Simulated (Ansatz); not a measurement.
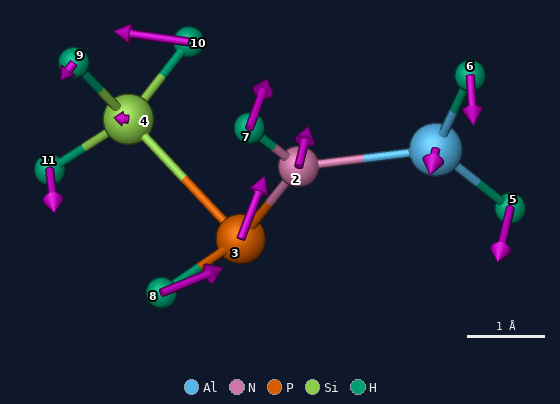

A relaxation of AlSiPNH₇. The starting structure is drawn; purple arrows show the displacements, 10 times their true length. The two geometries are superimposed by the best rigid fit.

A ball-and-stick model, seen at a tilt.

The start comes from PBE-D4/def2-SVP.

The calculation used RKS PBE0-D4/def2-TZVP (Ansatz). Set-up: force threshold 0.005 eV/Å; at most 150 steps.

**What happened in the run?**

An H atom moves most after the best rigid fit: 0.10 Å. Largest moves by element: H 0.10 Å, P 0.09 Å, N 0.06 Å, Al 0.04 Å, Si 0.02 Å. Near-neighbour distances that change, for instance: N–P 1.751 → 1.716 Å, P–Si 2.285 → 2.257 Å, H–P 1.449 → 1.428 Å, Al–N 1.807 → 1.786 Å. Over 10 geometry steps the energy falls by 1.13 kcal/mol. The largest force component goes from 0.71 to 0.0034 eV/Å.
